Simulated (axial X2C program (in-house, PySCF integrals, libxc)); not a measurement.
**ZrO⁺: EOM-EA-CCSD levels**

Wanted for ZrO⁺: EOM-EA-CCSD levels, at the two-component level.

Method: two-component X2C with atomic mean-field terms, Zr dyall-acv3z, O dyall-av3z; program: an in-house X2C program for linear molecules on PySCF integrals.

All values are calculated.

## Step 1: Set-up

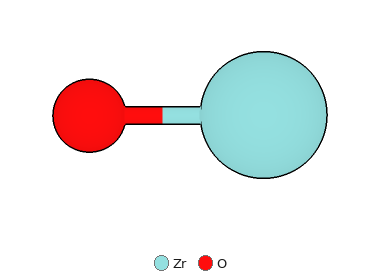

The two atoms at 1.840 Å (zirconium light teal, oxygen red).

task.json

```json
{
 "zs": [
  40,
  8
 ],
 "q": 1,
 "bas": [
  "dyall-acv3z",
  "dyall-av3z"
 ],
 "r0": 1.84,
 "eom": "ea",
 "thr": -2.0,
 "nmax": 92,
 "grid": [
  1,
  0.96,
  1.045,
  0.92,
  1.09,
  1.15
 ]
}
```

Keys: zs atomic numbers; q charge; bas basis sets; r0 starting distance in Å; eom kind of EOM run; thr threshold in hartree for freezing inner shells (an s shell follows its p shell); nmax most natural virtual spinors; grid distances as factors.

Run with:

```sh
$ python soeom.py task.json out
```

Nuclei are Gaussian, cores are contracted, and the Gaunt term is on.

## Step 2: EOM-EA-CCSD at 1.674 Å

Reference: the closed shell ZrO²⁺; 16 electrons correlated, 88 virtual spinors; roots sought by Ω: 1/2: 5, 3/2: 4, 5/2: 2, 7/2: 1.

Output:

```text
two-component X2C + atomic mean field  HF
basis functions 224  fitting functions 1043  grid points 5075
iter        total energy     max residual
   1      -3669.112712741     2.52e-01
   2      -3669.136550652     1.31e-02
   3      -3669.133323511     1.80e-02
   4      -3669.140639394     1.28e-03
   5      -3669.140679300     4.21e-04
   6      -3669.140685001     2.39e-04
   7      -3669.140686728     8.96e-05
   8      -3669.140687539     5.20e-05
   9      -3669.140687813     1.45e-05
  10      -3669.140687829     3.25e-06
  11      -3669.140687829     1.15e-06
converged
one-electron -5239.65097191  Coulomb 1591.75384844  exact exchange -120.79857985  xc functional 0.00000000  nuclear repulsion 101.15693399  atomic mean-field constant -1.60191850
correlated 16  virtual 328  natural virtual 88  E(MP2) -0.606857960  MP2 remainder -0.090135514
iter   CCSD correlation   residual
   1     -0.448194990   3.39e-01
   2     -0.483616284   2.57e-01
   3     -0.487644374   3.70e-02
   4     -0.488818274   1.44e-02
   5     -0.489003255   4.53e-03
   6     -0.488991294   1.72e-03
   7     -0.488953619   7.60e-04
   8     -0.488954397   3.14e-04
   9     -0.488963035   1.51e-04
  10     -0.488961402   8.50e-05
  11     -0.488961218   3.99e-05
  12     -0.488961643   1.93e-05
  13     -0.488960966   8.92e-06
  14     -0.488961085   4.84e-06
  15     -0.488960937   2.78e-06
  16     -0.488960951   1.42e-06
(T) -0.026376760  T1 0.0411  D1 0.0716  max T2 0.044
EOM-EA-CCSD roots
2*Omega      energy/Eh   energy/eV  one-particle weight
    1      -0.49076842    -13.3545      0.978
    1      -0.42418377    -11.5426      0.968
    1      -0.36815027    -10.0179      0.975
    1      -0.31397306     -8.5436      0.977
    1      -0.22173984     -6.0338      0.988
    3      -0.50225125    -13.6670      0.965
    3      -0.42077798    -11.4500      0.968
    3      -0.31102808     -8.4635      0.978
    3      -0.18792260     -5.1136      0.995
    5      -0.49879657    -13.5729      0.965
    5      -0.18730616     -5.0969      0.995
    7      -0.09156681     -2.4917      0.000
```

T1 in the output is the amplitude norm over the root of the electron number; divide by √2 for the Lee–Taylor value.

| Ω | binding energy (eV) | above lowest (cm⁻¹) | spinor | weight |
| --- | --- | --- | --- | --- |
| 3/2 | 13.667 | 0 | 97% Zr dδ | 0.96 |
| 5/2 | 13.573 | 760 | 97% Zr dδ | 0.96 |
| 1/2 | 13.354 | 2520 | 62% Zr sσ, 13% O pσ, 11% Zr dσ | 0.98 |
| 1/2 | 11.543 | 17130 | 55% Zr dπ, 26% Zr pπ, 12% O pπ | 0.97 |
| 3/2 | 11.450 | 17880 | 55% Zr dπ, 25% Zr pπ, 13% O pπ | 0.97 |
| 1/2 | 10.018 | 29430 | 43% Zr pσ, 37% Zr dσ, 11% O pσ | 0.97 |
| 1/2 | 8.544 | 41320 | 54% Zr pπ, 18% O pπ, 14% Zr dπ | 0.98 |
| 3/2 | 8.464 | 41970 | 55% Zr pπ, 18% O pπ, 14% Zr dπ | 0.98 |
| 1/2 | 6.034 | 61570 | 47% Zr sσ, 19% Zr pσ, 14% Zr dσ | 0.99 |
| 3/2 | 5.114 | 68990 | 97% Zr dδ | 1.00 |
| 5/2 | 5.097 | 69120 | 98% Zr dδ | 1.00 |

Wall time 21 s (1 thread of Arm Neoverse V2, shared host); peak memory 1 GiB.

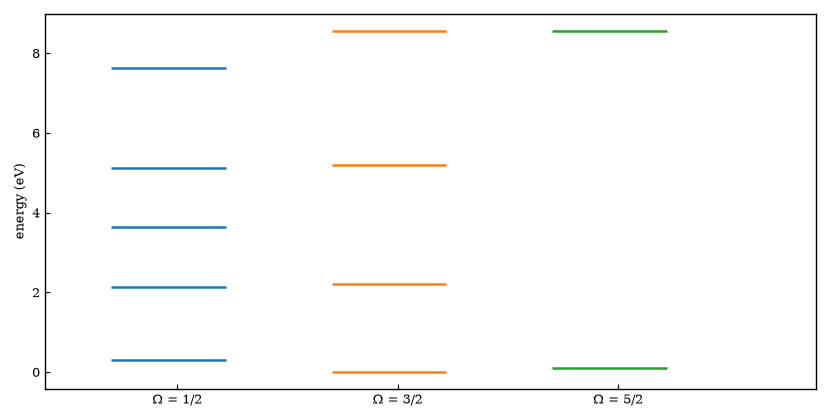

The roots by Ω, from the lowest.

## Step 3: EOM-EA-CCSD at 1.607 Å

| Ω | binding energy (eV) | above lowest (cm⁻¹) | spinor | weight |
| --- | --- | --- | --- | --- |
| 3/2 | 13.482 | 0 | 97% Zr dδ | 0.97 |
| 5/2 | 13.389 | 750 | 97% Zr dδ | 0.97 |
| 1/2 | 13.205 | 2230 | 62% Zr sσ, 14% O pσ, 10% Zr dσ | 0.98 |
| 1/2 | 11.229 | 18180 | 51% Zr dπ, 30% Zr pπ, 12% O pπ | 0.97 |
| 3/2 | 11.132 | 18950 | 52% Zr dπ, 29% Zr pπ, 12% O pπ | 0.97 |
| 1/2 | 9.611 | 31220 | 45% Zr pσ, 35% Zr dσ, 11% O pσ | 0.98 |
| 1/2 | 8.333 | 41530 | 49% Zr pπ, 20% O pπ, 16% Zr dπ | 0.98 |
| 3/2 | 8.260 | 42120 | 50% Zr pπ, 19% O pπ, 16% Zr dπ | 0.98 |
| 1/2 | 5.975 | 60550 | 56% Zr sσ, 14% Zr pσ, 10% Zr dσ | 0.99 |
| 3/2 | 5.082 | 67750 | 97% Zr dδ | 1.00 |
| 5/2 | 5.065 | 67890 | 98% Zr dδ | 1.00 |

Wall time 22 s (1 thread of Arm Neoverse V2, shared host); peak memory 1 GiB.

## Step 4: EOM-EA-CCSD at 1.749 Å

| Ω | binding energy (eV) | above lowest (cm⁻¹) | spinor | weight |
| --- | --- | --- | --- | --- |
| 3/2 | 13.854 | 0 | 98% Zr dδ | 0.96 |
| 5/2 | 13.758 | 770 | 98% Zr dδ | 0.96 |
| 1/2 | 13.500 | 2860 | 62% Zr sσ, 13% Zr dσ, 13% O pσ | 0.98 |
| 1/2 | 11.868 | 16020 | 58% Zr dπ, 21% Zr pπ, 13% O pπ | 0.97 |
| 3/2 | 11.779 | 16730 | 59% Zr dπ, 21% Zr pπ, 13% O pπ | 0.97 |
| 1/2 | 10.439 | 27540 | 42% Zr pσ, 38% Zr dσ, 12% O pσ | 0.97 |
| 1/2 | 8.747 | 41190 | 59% Zr pπ, 17% O pπ, 12% Zr dπ | 0.98 |
| 3/2 | 8.660 | 41890 | 60% Zr pπ, 16% O pπ, 13% Zr dπ | 0.98 |
| 1/2 | 6.127 | 62320 | 35% Zr sσ, 27% Zr pσ, 18% Zr dσ | 0.99 |
| 3/2 | 5.146 | 70240 | 97% Zr dδ | 0.99 |
| 5/2 | 5.128 | 70380 | 97% Zr dδ | 0.99 |

Run time: 23 s. Hardware: 1 thread of Arm Neoverse V2, shared host; peak memory 1.1 GiB.

## Step 5: EOM-EA-CCSD at 1.540 Å

| Ω | binding energy (eV) | above lowest (cm⁻¹) | spinor | weight |
| --- | --- | --- | --- | --- |
| 3/2 | 13.285 | 0 | 96% Zr dδ | 0.97 |
| 5/2 | 13.193 | 740 | 96% Zr dδ | 0.97 |
| 1/2 | 13.037 | 2000 | 61% Zr sσ, 14% O pσ, 8% Zr dσ | 0.98 |
| 1/2 | 10.899 | 19240 | 47% Zr dπ, 35% Zr pπ, 12% O pπ | 0.97 |
| 3/2 | 10.799 | 20050 | 47% Zr dπ, 34% Zr pπ, 12% O pπ | 0.97 |
| 1/2 | 9.181 | 33100 | 47% Zr pσ, 34% Zr dσ, 10% O pσ | 0.98 |
| 1/2 | 8.091 | 41890 | 44% Zr pπ, 21% O pπ, 18% Zr dπ | 0.98 |
| 3/2 | 8.025 | 42420 | 44% Zr pπ, 21% O pπ, 18% Zr dπ | 0.98 |
| 1/2 | 5.933 | 59290 | 62% Zr sσ, 11% O pσ, 11% Zr pσ | 0.99 |
| 3/2 | 5.048 | 66440 | 97% Zr dδ | 1.00 |
| 5/2 | 5.031 | 66570 | 98% Zr dδ | 1.00 |

Wall time 20 s (1 thread of Arm Neoverse V2, shared host); peak memory 1.1 GiB.

## Step 6: EOM-EA-CCSD at 1.825 Å

| Ω | binding energy (eV) | above lowest (cm⁻¹) | spinor | weight |
| --- | --- | --- | --- | --- |
| 3/2 | 14.015 | 0 | 98% Zr dδ | 0.96 |
| 5/2 | 13.918 | 780 | 98% Zr dδ | 0.96 |
| 1/2 | 13.621 | 3170 | 61% Zr sσ, 16% Zr dσ, 12% O pσ | 0.97 |
| 1/2 | 12.159 | 14970 | 61% Zr dπ, 18% Zr pπ, 14% O pπ | 0.96 |
| 3/2 | 12.074 | 15650 | 61% Zr dπ, 18% Zr pπ, 14% O pπ | 0.96 |
| 1/2 | 10.818 | 25780 | 40% Zr pσ, 39% Zr dσ, 12% O pσ | 0.97 |
| 1/2 | 8.920 | 41090 | 63% Zr pπ, 15% O pπ, 11% Zr dπ | 0.98 |
| 3/2 | 8.827 | 41850 | 64% Zr pπ, 15% O pπ, 11% Zr dπ | 0.98 |
| 1/2 | 6.251 | 62620 | 34% Zr pσ, 23% Zr sσ, 22% Zr dσ | 0.98 |
| 3/2 | 5.173 | 71320 | 97% Zr dδ | 0.99 |
| 5/2 | 5.155 | 71460 | 97% Zr dδ | 0.99 |

Wall time 24 s (1 thread of Arm Neoverse V2, shared host); peak memory 1.1 GiB.

## Step 7: EOM-EA-CCSD at 1.925 Å

| Ω | binding energy (eV) | above lowest (cm⁻¹) | spinor | weight |
| --- | --- | --- | --- | --- |
| 3/2 | 14.188 | 0 | 99% Zr dδ | 0.96 |
| 5/2 | 14.082 | 860 | 99% Zr dδ | 0.96 |
| 1/2 | 13.749 | 3540 | 60% Zr sσ, 19% Zr dσ, 12% O pσ | 0.97 |
| 1/2 | 12.481 | 13770 | 62% Zr dπ, 17% O pπ, 15% Zr pπ | 0.96 |
| 3/2 | 12.414 | 14310 | 66% Zr dπ, 14% Zr pπ, 14% O pπ | 0.96 |
| 1/2 | 11.252 | 23680 | 40% Zr dσ, 38% Zr pσ, 12% O pσ | 0.97 |
| 1/2 | 9.107 | 40980 | 67% Zr pπ, 14% O pπ, 10% Zr dπ | 0.98 |
| 3/2 | 9.011 | 41760 | 68% Zr pπ, 13% O pπ, 10% Zr dπ | 0.98 |
| 1/2 | 6.448 | 62420 | 41% Zr pσ, 25% Zr dσ, 13% Zr sσ | 0.98 |
| 5/2 | 5.182 | 72640 | 97% Zr dδ | 0.99 |

Wall time 25 s (1 thread of Arm Neoverse V2, shared host); peak memory 1.1 GiB.

## Step 8: Curves of the states

Energies in eV from the lowest point of the lowest state; states are followed by energy order within each Ω.

| R (Å) | (1)Ω=3/2 | (1)Ω=5/2 | (1)Ω=1/2 | (2)Ω=1/2 | (2)Ω=3/2 | (3)Ω=1/2 | (4)Ω=1/2 | (3)Ω=3/2 |
| --- | --- | --- | --- | --- | --- | --- | --- | --- |
| 1.540 | 0.6863 | 0.7781 | 0.9345 | 3.0716 | 3.1718 | 4.7897 | 5.8801 | 5.9460 |
| 1.607 | 0.1754 | 0.2682 | 0.4523 | 2.4289 | 2.5252 | 4.0464 | 5.3242 | 5.3975 |
| 1.674 | 0.0000 | 0.0940 | 0.3125 | 2.1243 | 2.2170 | 3.6491 | 5.1233 | 5.2034 |
| 1.749 | 0.1034 | 0.1988 | 0.4576 | 2.0890 | 2.1778 | 3.5180 | 5.2103 | 5.2974 |
| 1.825 | 0.4381 | 0.5350 | 0.8315 | 2.2937 | 2.3785 | 3.6347 | 5.5331 | 5.6264 |
| 1.925 | 1.1205 | 1.2266 | 1.5596 | 2.8272 | 2.8942 | 4.0558 | 6.2016 | 6.2978 |

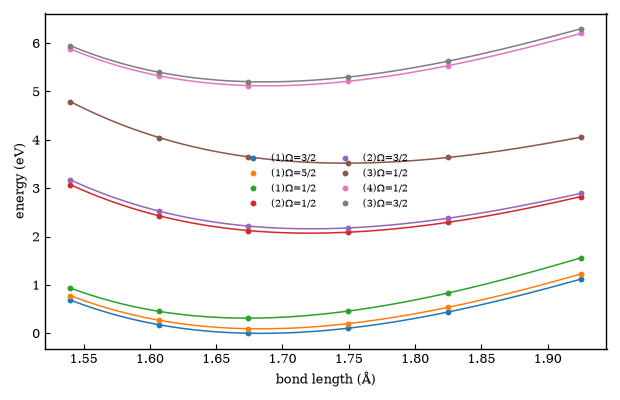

The states along the bond.

Constants where the minimum is well bracketed (masses 89.905 and 15.995 u):

| state | Te (cm⁻¹) | Re (Å) | ωe (cm⁻¹) |
| --- | --- | --- | --- |
| (1)Ω=3/2 | 0 | 1.684 | 1042 |
| (1)Ω=5/2 | 760 | 1.683 | 1041 |
| (1)Ω=1/2 | 2540 | 1.674 | 1067 |
| (2)Ω=1/2 | 16720 | 1.720 | 975 |
| (2)Ω=3/2 | 17440 | 1.721 | 974 |
| (3)Ω=1/2 | 28400 | 1.747 | 935 |
| (4)Ω=1/2 | 41300 | 1.688 | 1049 |
| (3)Ω=3/2 | 41950 | 1.687 | 1053 |

## Step 9: Results

```
                     quantity                           value
       lowest root at 1.674 Å              Ω = 3/2, 13.667 eV
next root led by one particle  Ω = 5/2, about 760 cm⁻¹ higher
          T1 of the reference                           0.029
      lowest state, Re and ωe              1.684 Å, 1042 cm⁻¹
```

The added electron is bound by 13.67 eV in a spinor of 97% Zr dδ. Errors of 0.1 to 0.3 eV are usual at this size, and roots led by higher excitations are left out, so the list is incomplete, and low states of that kind can be missing. T1 or the largest double amplitude of the reference is raised, which lowers the reliability. The bond is 0.046 Å longer than in the closed-shell reference at CCSD (1.637 Å).
